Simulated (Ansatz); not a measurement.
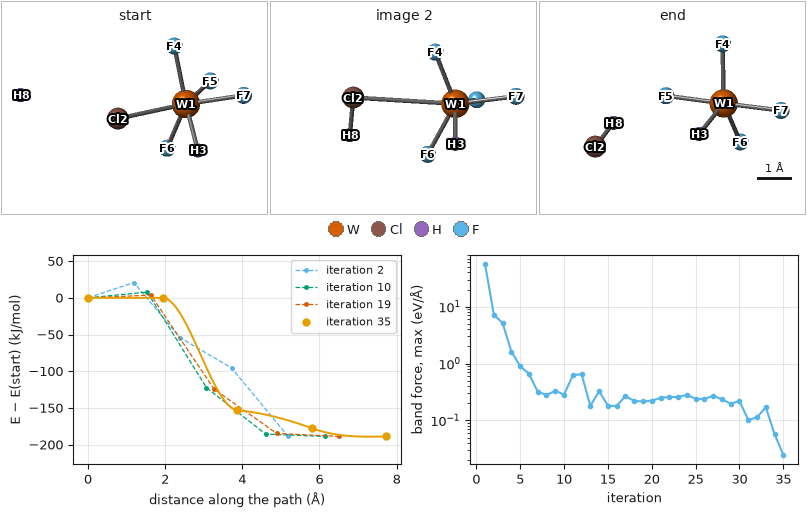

A nudged-elastic-band calculation for WH₂ClF₄ (multiplicity 2), made up at the start of WHClF$_{4}$ and H. Images are numbered from 0 (start) to 4 (end). The plot follows the band through its iterations. Style: ball-and-stick. Shown face on.

These are results of Ansatz, UKS B3LYP-D4/def2-SVP, not measurements.

Input file:
```yaml
crystal:
  periodic: [false, false, false]
  atoms:
    - { symbol: W, position_ang: [-0.083531, 0.004376, 0.00906] }
    - { symbol: Cl, position_ang: [1.041928, 0.180837, 2.011769] }
    - { symbol: H, position_ang: [1.442253, -0.609807, -0.37726] }
    - { symbol: F, position_ang: [-0.510025, 1.775951, 0.400131] }
    - { symbol: F, position_ang: [-1.789319, -0.303947, -0.696587] }
    - { symbol: F, position_ang: [-0.331612, -1.761145, 0.53134] }
    - { symbol: F, position_ang: [0.326913, 0.64442, -1.688769] }
    - { symbol: H, position_ang: [-0.226609, 0.069315, 4.910316] }
magnetization:
  spin_polarized: true
  initial_magnetization: 1
basis:
  gaussian: { orbitals: def2-SVP }
hamiltonian:
  xc: b3lyp
  dispersion: d4
neb:
  order_check: false
  images: 3
  f_tol: 0.05
  max_iterations: 60
  climbing: false
  final_atoms:
    - { symbol: W, position_ang: [-0.28215582, 0.02334792, -0.2943145] }
    - { symbol: Cl, position_ang: [1.15775957, -0.05977433, 3.56201237] }
    - { symbol: H, position_ang: [1.22114985, 0.05645728, 0.4535926] }
    - { symbol: F, position_ang: [-0.87538168, 1.74895291, -0.4654846] }
    - { symbol: F, position_ang: [-1.12737127, -0.07321588, 1.42738954] }
    - { symbol: F, position_ang: [-0.7359007, -1.7272049, -0.59198145] }
    - { symbol: F, position_ang: [0.52884891, 0.11799982, -2.00102393] }
    - { symbol: H, position_ang: [-0.01695087, -0.08656283, 3.00980997] }
  initial_path:
    images:
      - { positions_ang: [[-0.083531, 0.004376, 0.00906], [1.041928, 0.180837, 2.011769], [1.442253, -0.609807, -0.37726], [-0.510025, 1.775951, 0.400131], [-1.789319, -0.303947, -0.696587], [-0.331612, -1.761145, 0.53134], [0.326913, 0.64442, -1.688769], [-0.226609, 0.069315, 4.910316]] }
      - { positions_ang: [[-0.04703066, 0.00360981, 0.00444246], [0.53749494, 0.08552455, 2.32560188], [1.57567372, -0.314416, -0.20296936], [-0.24844532, 1.81431195, 0.20420861], [-1.82472286, -0.13879096, -0.33305205], [-0.18290351, -1.80406534, 0.26135181], [0.14291755, 0.32805762, -1.76933534], [-0.08298587, 0.02576836, 4.60975199]] }
      - { positions_ang: [[-0.01053032, 0.00284361, -0.00017508], [0.03306189, -0.00978789, 2.63943477], [1.70909443, -0.019025, -0.02867872], [0.01313436, 1.8526729, 0.00828622], [-1.86012672, 0.02636509, 0.0304829], [-0.03419501, -1.84698567, -0.00863638], [-0.04107789, 0.01169524, -1.84990168], [0.06063726, -0.01777828, 4.30918797]] }
      - { positions_ang: [[-0.14634307, 0.01309577, -0.14724479], [0.59541073, -0.03478111, 3.10072357], [1.46512214, 0.01871614, 0.21245694], [-0.43112366, 1.8008129, -0.22859919], [-1.49374899, -0.02342539, 0.72893622], [-0.38504785, -1.78709528, -0.30030892], [0.24388551, 0.06484753, -1.9254628], [0.02184319, -0.05217055, 3.65949897]] }
      - { positions_ang: [[-0.28215582, 0.02334792, -0.2943145], [1.15775957, -0.05977433, 3.56201237], [1.22114985, 0.05645728, 0.4535926], [-0.87538168, 1.74895291, -0.4654846], [-1.12737127, -0.07321588, 1.42738954], [-0.7359007, -1.7272049, -0.59198145], [0.52884891, 0.11799982, -2.00102393], [-0.01695087, -0.08656283, 3.00980997]] }
```

Command:
```bash
ansatz run input.yaml --threads 4 --pin off --max-ram 5120MiB --backend cpu --events-out ev --progress --plain --runs-dir out
```

> Did the band converge, and can the barrier be trusted?

The run is converged, with reservations. The band converged in 35 iterations. The largest component of the band force went from 56 to 0.025 eV/Å. So few images resolve the path coarsely. The first iteration put the highest image at 1084.6 kJ/mol. No barrier shows: the energy is highest at the start, and the end lies 188.8 kJ/mol below the start.

Limits of the set-up: the start holds two separate molecules, 3.2 Å apart at their closest, whose relative position is a soft coordinate.

Cost: 7.2 min on 4 threads of Arm Neoverse V2, with other jobs on the host, peak memory 0.45 GiB.
